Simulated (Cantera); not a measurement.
Feed: 1 mol SiH₄, a varied amount of NH₃, 0.13 mol H₂, held at 875 K and 16.0 Pa.

Equilibrium computed with Cantera from the NASA thermochemical tables; the gas is ideal and each condensed phase is pure. Candidate condensed phases: Si, Si₃N₄; 18 gas species. Kinetics and transport are ignored.

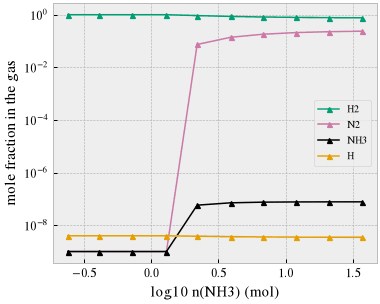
*Equilibrium gas composition (values under 1e-9 drawn at 1e-9)*

Task: Read off the mole fractions at 37 mol NH₃.

Result: H₂ about 0.76, N₂ about 0.24, NH₃ about 7.7e-8.
